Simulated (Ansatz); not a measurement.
# Run report: C₁₈HF, nudged elastic band (part 3 of 3)

C₁₈HF (slab, 20 atoms in the cell); DFT PBE, scalar-relativistic, plane waves, PAW, no spin polarisation (Ansatz 0.2.0); cutoff 420 eV, 2×2×1 k-mesh, Gaussian smearing of 0.02 eV. It belongs to a series of runs on one base structure; here: band between the two ends.

Geometry of the input (Å; fractional positions):
```
7.3980  0.0000  0.0000
-3.6990  6.4069  0.0000
0.0000  0.0000  12.0000
C  -0.0385  -0.0191  0.0773
C  0.1841  0.0922  0.0772
C  -0.0373  0.3133  0.0781
C  0.1829  0.4234  0.0778
C  -0.0395  0.6454  0.0773
C  0.1850  0.7577  0.0773
C  0.2962  -0.0200  0.0772
C  0.5160  0.0899  0.0774
C  0.2941  0.3120  0.0774
C  0.5184  0.4243  0.0773
C  0.2950  0.6480  0.0774
C  0.5174  0.7589  0.0773
C  0.6271  -0.0213  0.0774
C  0.8514  0.0906  0.0776
C  0.6281  0.3143  0.0774
C  0.8505  0.4257  0.0775
C  0.6295  0.6467  0.0773
C  0.8493  0.7566  0.0772
F  1.0367  0.3379  0.3466
H  1.0344  0.3391  0.2684
```

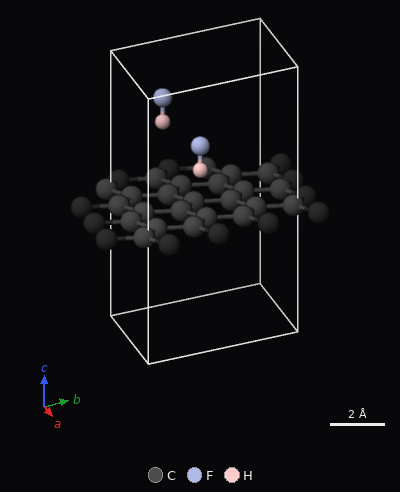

**Figure 1.** The starting structure (ball-and-stick view of the cell of the calculation, with the vacuum cut short, seen slightly off an axis; neighbours outside the cell are drawn fainter).

Output, continued
```
  k-point 3: bands = ["-22.0687", "-20.5474", "-20.4771", "-19.2773", "-19.2066", "-16.8540", "-16.8158", "-16.7392", "-16.7056", "-15.9717", "-14.9098", "-13.2460", "-13.1003", "-13.0694", "-13.0004", "-10.0382", "-9.8006", "-9.7099", "-9.6811", "-9.5895", "-9.4170", "-9.0229", "-8.4163", "-8.1667", "-8.0555", "-8.0249", "-7.4763", "-7.0360", "-6.9782", "-6.9132", "-5.9488", "-5.8314", "-5.5032", "-4.6557", "-4.4306", "-4.2744", "-4.0799", "-3.3519", "-3.0019", "-2.7056", "-1.1522", "0.4191", "0.8867", "0.9278", "1.0645", "2.8529", "3.0466", "3.5812", "4.2653", "4.3457", "4.6030", "4.8869", "4.9529", "5.1972", "5.2515", "5.6656", "5.9624", "6.1338", "6.3312", "6.4996"]
this run last wrote the band of iteration 25 to [file]
--- NEB band (7 images, 25 band iterations, 1384 SCF iterations) ---
  forward barrier  = 2.820261 eV
  backward barrier = 0.592605 eV
  lagrangian_above_aufbau_ev (what the smearing adds, to first order; not taken off the barriers): saddle image -0.000000 eV, end points -0.000000 and -0.000000 eV
  climbing image's point = of a kind that is not told: the force calls were inconclusive, a negative curvature could not be distinguished from the path's own, the only one lies far off the path, or fixed occupations may fill a level only in part (lowest curvatures found: -4.38 and 0.91 eV/Å²)
  energies are F+E_penalty+E_count in eV, relative to image 0
  image     s (Å)  Δ vs image 0  max|band force component| (eV/Å)
      0    0.0000      0.000000                                 —
      1    0.8301      0.001034                          1.657e-2
      2    1.6602      0.001401                          2.041e-2
      3    2.4905      0.020333                          1.195e-2
      4    3.3210      0.421436                          3.862e-3
  *   5    4.1515      2.820261                          1.966e-4
      6    5.0550      2.227657                                 —
  climbing-image geometry (image 5):
  cell:  # Å, volume = 568.7750 Å³
    - [7.398, 0.0, 0.0]
    - [-3.699, 6.406856, 0.0]
    - [0.0, 0.0, 12.0]
  atoms:
    - { symbol: C, position: [0.0029705178708335374, -0.00450469015194166, 0.07295445069744588] }
    - { symbol: C, position: [0.22446485803088462, 0.10635409235629181, 0.0800441817394576] }
    - { symbol: C, position: [-0.0026074189290618555, 0.3270549287938238, 0.09920930738448785] }
    - { symbol: C, position: [0.22688381261058724, 0.4418005218737561, 0.08681020266150687] }
    - { symbol: C, position: [0.002970493313268263, 0.6641924151263596, 0.0729544667698902] }
    - { symbol: C, position: [0.22446483267256173, 0.7748279514431734, 0.0800441847179251] }
    - { symbol: C, position: [0.336206164953655, -0.0035382918789755484, 0.08385154737286815] }
    - { symbol: C, position: [0.56125882755016, 0.10898804921607473, 0.08743069370530704] }
    - { symbol: C, position: [0.33650977841704977, 0.3313437068002571, 0.08011297262682644] }
    - { symbol: C, position: [0.5571390977762027, 0.44154893851745725, 0.0723811185133711] }
    - { symbol: C, position: [0.3365097250086676, 0.6618832500993268, 0.08011296813044899] }
    - { symbol: C, position: [0.5571390547220634, 0.772307336764521, 0.0723811058759961] }
    - { symbol: C, position: [0.6705137204042999, -0.005163484296779431, 0.07357224562636537] }
    - { symbol: C, position: [0.8882447452645519, 0.10216912840475452, 0.07337545841587247] }
    - { symbol: C, position: [0.6705137620725248, 0.3323944934473887, 0.07357227420828573] }
    - { symbol: C, position: [0.8882447770121595, 0.4427928924586405, 0.073375506292231] }
    - { symbol: C, position: [0.6687536515908126, 0.6627354061912798, 0.07014348487220362] }
    - { symbol: C, position: [0.8907895328485229, 0.7737533416941498, 0.07006352185565581] }
    - { symbol: F, position: [0.6705335928040522, 0.1636252210321334, 0.25656448963343825] }
    - { symbol: H, position: [0.9383871456728707, 0.2975519804416405, 0.19243455223374978] }
```

The last band as extended XYZ (Å, eV, eV/Å)
```
20
Lattice="7.3980 0.0000 0.0000 -3.6990 6.4069 0.0000 0.0000 0.0000 12.0000" Properties=species:S:1:pos:R:3:forces:R:3 image=0 energy=-5340.77184
C    -0.2144   -0.1222    0.9275   -0.0012   0.0040  -0.0018
C     1.0206    0.5909    0.9265   -0.0065  -0.0052   0.0000
C    -1.4349    2.0073    0.9371    0.0138   0.0070  -0.0027
C    -0.2128    2.7128    0.9334   -0.0067  -0.0018   0.0033
C    -2.6794    4.1353    0.9274    0.0080  -0.0022  -0.0007
C    -1.4338    4.8542    0.9270   -0.0146  -0.0065   0.0003
C     2.2652   -0.1279    0.9269    0.0065   0.0071  -0.0008
C     3.4845    0.5761    0.9285   -0.0126  -0.0035   0.0000
C     1.0217    1.9987    0.9282    0.0053   0.0070   0.0019
C     2.2655    2.7184    0.9273   -0.0051  -0.0031   0.0009
C    -0.2143    4.1514    0.9287    0.0083  -0.0047   0.0022
C     1.0205    4.8625    0.9280    0.0000   0.0002   0.0004
C     4.7184   -0.1368    0.9291    0.0098  -0.0057  -0.0007
C     5.9637    0.5804    0.9314    0.0042  -0.0130  -0.0034
C     3.4839    2.0138    0.9284   -0.0048   0.0032   0.0004
C     4.7170    2.7276    0.9305   -0.0023   0.0131   0.0000
C     2.2653    4.1433    0.9276   -0.0007   0.0024   0.0005
C     3.4843    4.8472    0.9268   -0.0020   0.0012   0.0002
F     6.4195    2.1652    4.1588   -0.0005  -0.0001  -0.0204
H     6.3982    2.1723    3.2208    0.0011   0.0008   0.0208
20
Lattice="7.3980 0.0000 0.0000 -3.6990 6.4069 0.0000 0.0000 0.0000 12.0000" Properties=species:S:1:pos:R:3:forces:R:3 image=1 energy=-5340.77080
C    -0.1525   -0.0702    0.9098    0.0034   0.0142  -0.0007
C     1.0660    0.6347    0.9072   -0.0073   0.0021  -0.0002
C    -1.3987    2.0586    0.9174    0.0119  -0.0081   0.0013
C    -0.1519    2.7778    0.9096    0.0024  -0.0145   0.0006
C    -2.6335    4.2086    0.9096   -0.0147   0.0009  -0.0001
C    -1.3988    4.9212    0.9088    0.0096   0.0114   0.0002
C     2.3002   -0.0779    0.9075    0.0060  -0.0061   0.0003
C     3.5449    0.6406    0.9081    0.0034  -0.0115   0.0000
C     1.0663    2.0725    0.9069   -0.0086  -0.0064   0.0005
C     2.3002    2.7856    0.9072    0.0100   0.0075   0.0001
C    -0.1536    4.2029    0.9086    0.0086   0.0136   0.0002
C     1.0658    4.9057    0.9088   -0.0147   0.0049  -0.0003
C     4.7635   -0.0644    0.9107   -0.0098  -0.0038  -0.0006
C     5.9994    0.6477    0.9151    0.0060   0.0081  -0.0010
C     3.5449    2.0668    0.9084   -0.0011   0.0116   0.0003
C     4.7630    2.7719    0.9121   -0.0162  -0.0022   0.0001
C     2.3000    4.1933    0.9088    0.0117  -0.0089  -0.0001
C     3.5449    4.9115    0.9092    0.0072  -0.0104  -0.0001
F     6.2084    1.6928    4.1407   -0.0036  -0.0015   0.0016
H     6.1017    1.6885    3.2090   -0.0042  -0.0011  -0.0020
20
Lattice="7.3980 0.0000 0.0000 -3.6990 6.4069 0.0000 0.0000 0.0000 12.0000" Properties=species:S:1:pos:R:3:forces:R:3 image=2 energy=-5340.77044
C    -0.0827   -0.0370    0.8937    0.0065   0.0133  -0.0014
C     1.1364    0.6683    0.8908   -0.0132  -0.0065  -0.0003
C    -1.3302    2.0931    0.8988    0.0199   0.0071  -0.0024
C    -0.0824    2.8123    0.8939   -0.0032  -0.0051   0.0008
C    -2.5635    4.2430    0.8909    0.0139   0.0031   0.0003
C    -1.3298    4.9550    0.8909   -0.0169  -0.0092   0.0002
C     2.3693   -0.0438    0.8892   -0.0097  -0.0002   0.0002
C     3.6145    0.6753    0.8879   -0.0107   0.0038  -0.0004
C     1.1364    2.1069    0.8908   -0.0119   0.0071   0.0003
C     2.3692    2.8192    0.8892   -0.0050   0.0076  -0.0005
C    -0.0840    4.2363    0.8914    0.0003  -0.0153   0.0000
C     1.1357    4.9395    0.8908    0.0116  -0.0103  -0.0006
C     4.8331   -0.0299    0.8911    0.0046  -0.0095  -0.0009
C     6.0678    0.6819    0.8978    0.0181  -0.0024   0.0021
C     3.6145    2.1000    0.8880   -0.0136  -0.0010   0.0000
C     4.8329    2.8052    0.8915    0.0087   0.0181   0.0011
C     2.3691    4.2275    0.8909   -0.0138  -0.0051  -0.0003
C     3.6148    4.9461    0.8914    0.0051   0.0042  -0.0004
F     5.6093    1.4260    4.1087    0.0063   0.0009  -0.0028
H     5.7914    1.4415    3.1890    0.0032  -0.0006   0.0049
20
Lattice="7.3980 0.0000 0.0000 -3.6990 6.4069 0.0000 0.0000 0.0000 12.0000" Properties=species:S:1:pos:R:3:forces:R:3 image=3 energy=-5340.75150
C    -0.0112   -0.0481    0.8901    0.0021  -0.0002  -0.0024
C     1.2143    0.6599    0.8912   -0.0088   0.0095  -0.0080
C    -1.2601    2.0888    0.8968    0.0085  -0.0036  -0.0121
C    -0.0105    2.8101    0.8971   -0.0042  -0.0008  -0.0106
C    -2.4852    4.2381    0.8900   -0.0034  -0.0011  -0.0021
C    -1.2603    4.9446    0.8910    0.0045  -0.0024  -0.0073
C     2.4385   -0.0472    0.8877    0.0049  -0.0025  -0.0097
C     3.6860    0.6731    0.8786   -0.0063  -0.0063  -0.0073
C     1.2144    2.1014    0.8923   -0.0041  -0.0099  -0.0083
C     2.4384    2.8090    0.8863    0.0029  -0.0008  -0.0032
C    -0.0119    4.2241    0.8921   -0.0023   0.0036  -0.0077
C     1.2141    4.9309    0.8863   -0.0073   0.0036  -0.0036
C     4.9118   -0.0355    0.8798   -0.0024  -0.0097  -0.0046
C     6.1377    0.6708    0.8878    0.0037   0.0024  -0.0043
C     3.6852    2.0877    0.8797   -0.0045   0.0066  -0.0037
C     4.9109    2.7969    0.8877   -0.0046   0.0041  -0.0043
C     2.4386    4.2241    0.8870    0.0048   0.0021  -0.0012
C     3.6866    4.9447    0.8877   -0.0104  -0.0097   0.0016
F     5.0091    1.4296    3.8965    0.0235   0.0135   0.0698
H     5.4170    1.6611    3.0842    0.0034   0.0018   0.0289
20
Lattice="7.3980 0.0000 0.0000 -3.6990 6.4069 0.0000 0.0000 0.0000 12.0000" Properties=species:S:1:pos:R:3:forces:R:3 image=4 energy=-5340.35040
C     0.0079   -0.0270    0.9112   -0.0304   0.0176   0.0386
C     1.2474    0.6897    0.9540   -0.0046   0.0313  -0.0589
C    -1.2164    2.1076    0.9767    0.0648   0.0373  -0.5361
C     0.0078    2.8144    0.9884   -0.0453  -0.0260  -0.1668
C    -2.4529    4.2353    0.9112    0.0001  -0.0354   0.0386
C    -1.2125    4.9503    0.9540    0.0249  -0.0194  -0.0589
C     2.4869   -0.0255    0.9551    0.0085   0.0048  -0.1620
C     3.7044    0.6775    0.9163   -0.0644  -0.0371  -0.3499
C     1.2460    2.0981    0.9580    0.0009  -0.0473  -0.0513
C     2.4849    2.8150    0.9022    0.0292  -0.0205   0.0340
C     0.0065    4.2450    0.9580   -0.0404   0.0243  -0.0513
C     1.2468    4.9594    0.9022   -0.0033   0.0356   0.0340
C     4.9442   -0.0427    0.8815   -0.0437  -0.0108  -0.0465
C     6.1856    0.6717    0.8998    0.0214   0.0548   0.0007
C     3.7006    2.1112    0.8815   -0.0310  -0.0325  -0.0464
C     4.9401    2.8291    0.8998    0.0580  -0.0088   0.0007
C     2.4854    4.2449    0.8859    0.0114   0.0065   0.0581
C     3.7047    4.9489    0.8855   -0.0141  -0.0080   0.0595
F     4.7454    1.2785    3.2590    0.9400   0.5427   0.3751
H     5.4422    1.6808    2.7134   -0.8821  -0.5093   0.8885
20
Lattice="7.3980 0.0000 0.0000 -3.6990 6.4069 0.0000 0.0000 0.0000 12.0000" Properties=species:S:1:pos:R:3:forces:R:3 image=5 energy=-5337.95158
C     0.0386   -0.0289    0.8755    0.0001  -0.0001   0.0000
C     1.2672    0.6814    0.9605    0.0000   0.0000   0.0000
C    -1.2291    2.0954    1.1905   -0.0001  -0.0001   0.0001
C     0.0443    2.8306    1.0417    0.0000   0.0000   0.0000
C    -2.4349    4.2554    0.8755    0.0000   0.0001   0.0000
C    -1.2055    4.9642    0.9605    0.0000   0.0000   0.0000
C     2.5003   -0.0227    1.0062    0.0001   0.0001   0.0000
C     3.7490    0.6983    1.0492   -0.0001   0.0000  -0.0002
C     1.2639    2.1229    0.9614    0.0001   0.0000   0.0000
C     2.4884    2.8289    0.8686   -0.0001  -0.0001   0.0000
C     0.0412    4.2406    0.9614    0.0001   0.0001   0.0000
C     1.2650    4.9481    0.8686   -0.0001   0.0000   0.0000
C     4.9796   -0.0331    0.8829   -0.0001   0.0000   0.0000
C     6.1933    0.6546    0.8805   -0.0001   0.0000   0.0001
C     3.7309    2.1296    0.8829    0.0000  -0.0001   0.0000
C     4.9333    2.8369    0.8805    0.0000  -0.0001   0.0001
C     2.4960    4.2461    0.8417    0.0000   0.0000   0.0000
C     3.7279    4.9573    0.8408    0.0000   0.0000   0.0000
F     4.3554    1.0483    3.0788    0.0001   0.0001   0.0001
H     5.8415    1.9064    2.3092    0.0000   0.0000  -0.0002
20
Lattice="7.3980 0.0000 0.0000 -3.6990 6.4069 0.0000 0.0000 0.0000 12.0000" Properties=species:S:1:pos:R:3:forces:R:3 image=6 energy=-5338.54418
C     0.0626   -0.0180    0.8324    0.0250  -0.0032  -0.0143
C     1.2902    0.6851    0.9042   -0.0070  -0.0007   0.0067
C    -1.1728    2.1231    1.2681    0.0211   0.0019   0.0111
C     0.0949    2.8559    0.9559   -0.0110  -0.0159   0.0012
C    -2.4098    4.2641    0.8337    0.0071   0.0201   0.0026
C    -1.1872    4.9762    0.9041   -0.0071  -0.0077   0.0031
C     2.4998   -0.0270    0.9691    0.0153  -0.0008  -0.0004
C     3.7639    0.7016    1.2879   -0.0022   0.0051  -0.0054
C     1.2989    2.1407    0.8943    0.0198   0.0003  -0.0029
C     2.5239    2.8405    0.8229   -0.0129  -0.0067  -0.0043
C     0.0777    4.2560    0.8934    0.0063   0.0165  -0.0055
C     1.2963    4.9665    0.8194   -0.0100  -0.0051   0.0004
C     5.0193   -0.0155    0.9209   -0.0198  -0.0130   0.0024
C     6.2132    0.6683    0.9274   -0.0081   0.0111   0.0073
C     3.7693    2.1485    0.9273    0.0018   0.0083  -0.0163
C     4.9589    2.8406    0.9331   -0.0167  -0.0048  -0.0056
C     2.5259    4.2591    0.7787   -0.0006  -0.0066   0.0106
C     3.7571    4.9700    0.7856    0.0105  -0.0048   0.0000
F     3.7923    0.7126    2.7950   -0.0050  -0.0017   0.0161
H     6.2135    2.1100    2.3866   -0.0063   0.0077  -0.0066
```

Results in brief

```tsv
quantity	value
outcome	converged
barrier, forward	2.820 eV
barrier, backward	0.593 eV
electrons treated	80
wall time	11 min
peak memory	1.1 GiB
```

The k-point mesh is coarse for a cell of this size, so the results may not be converged.
